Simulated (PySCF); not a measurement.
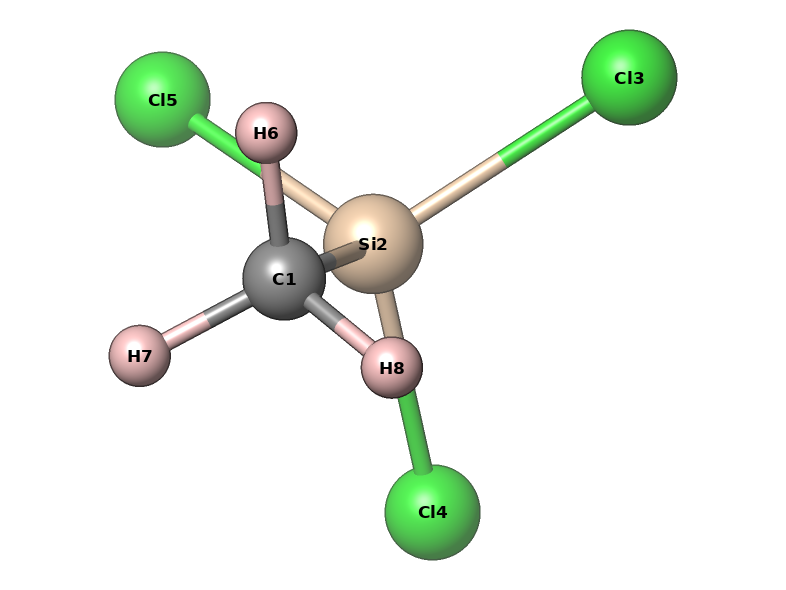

Si2 lies behind C1. The molecule seen a little off the C1–Si2 bond, C1 in front. Distant atoms are faded towards the background colour. The geometry was computed by an optimisation with PBE0-D3(BJ)/def2-SVP. No frequency run is at hand to confirm it as a minimum.

> What is the torsion angle H6–C1–Si2–Cl3? The sign is positive where the front bond must turn clockwise to cover the back bond.

55°, synclinal (gauche). The bonds about C1–Si2 are staggered.
